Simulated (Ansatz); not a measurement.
Electronic density of states of amorphous Hf$_{10}$Si$_{10}$O$_{31}$N$_{6}$, density 5.74 g/cm³, on a 2×2×2 Γ-centred mesh with a Gaussian width of 0.1 eV; energies count from the Fermi level, whose place inside the gap is arbitrary. Cell and mesh are small, so fine structure isn't converged. Level of theory: PBE, scalar-relativistic without spin-orbit coupling (plane waves to 420 eV, PAW; Ansatz, a quantum-chemistry and plane-wave program). Sampling: a 2×2×2 Γ-centred mesh; Fermi-Dirac width 0.02 eV; no spin polarisation. At PBE the levels at the filled edge of the gap are localised (band-tail or defect states).

The cell was made by melting and quenching with the CHGNet potential and then relaxed with DFT. O and N atoms were pushed apart under 1.9 Å during the dynamics, to hinder bonds among them. The hot cell started wider than the set density and was brought back towards it in steps. It is the lowest in DFT energy of 2 quenches. It is a model cell: composition and starting density were chosen by hand, and all elements were melted together. No dispersion term was used. Its density started from a set value of 5.73 and ended at 5.74 g/cm³. The simulated quench (nominally 300 K/ps over its main leg) is rapid and tends to freeze in more defects than a deposited or slowly cooled glass has. A cell of this size samples the disorder only roughly. The volume was free in the relaxation, at fixed shape. Stress components on the final sampling reach 5.0 GPa. On a 2×2×2 Γ-centred mesh force components of up to 0.15 eV/Å stay, since the relaxation ran on the zone centre alone.

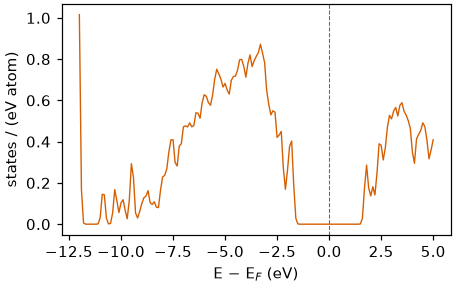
Figure: Density of states per atom

The level gap on this mesh is 3.45 eV; the broadening fills part of it in the curve.
